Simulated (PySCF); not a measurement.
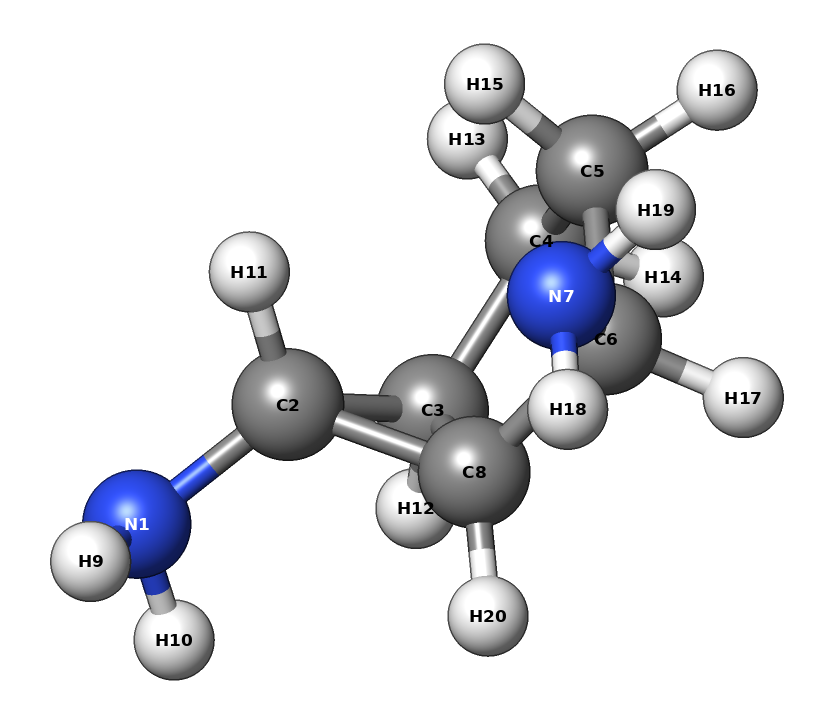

Every bond is drawn as one stick. The geometry was computed by an optimisation with PBE0-D3(BJ)/def2-SVP. No frequency run is at hand to confirm it as a minimum. Computed with PBE0/pcSseg-1 in acetone (IEF-PCM) (PySCF 2.14.0).

List the Mayer bond orders of N1–C2, C2–C3, C2–C8, C3–C4, C3–C8, C4–C5, C5–C6, C6–N7, C6–C8 (bonds between heavy atoms, one of each equivalent set).

| bond | Mayer order | length (Å) |
| --- | --- | --- |
| N1–C2 | 1.05 | 1.432 |
| C2–C3 | 0.91 | 1.495 |
| C2–C8 | 0.88 | 1.510 |
| C3–C4 | 1.02 | 1.515 |
| C3–C8 | 0.92 | 1.512 |
| C4–C5 | 1.03 | 1.532 |
| C5–C6 | 0.99 | 1.538 |
| C6–N7 | 1.03 | 1.453 |
| C6–C8 | 1.00 | 1.517 |
